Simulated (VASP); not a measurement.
Band structure of Er (space group P6_3/mmc). Computed with PBE GGA, VASP's PBE PAW potentials (set 64) (plane waves; VASP).

The run has a spin-polarised start.

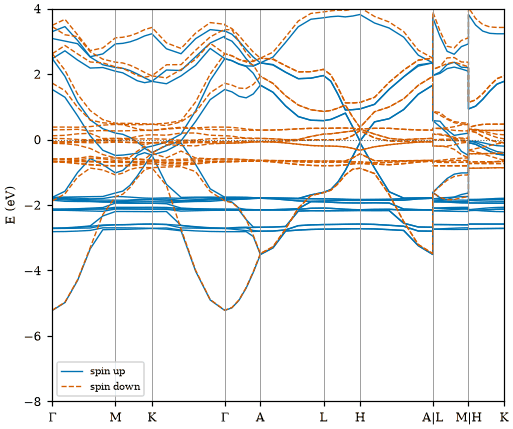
Fig. 1. Bands along high-symmetry lines, zero at the valence-band maximum or, without a gap, the Fermi level

Q: Read the plot: is there a gap, and where are the band edges?

A: It has no gap at this level: it comes out as a metal or semimetal.

The structure comes from a computed database's Er entry; how it stands against other phases isn't given here. The cell was not relaxed at this level.
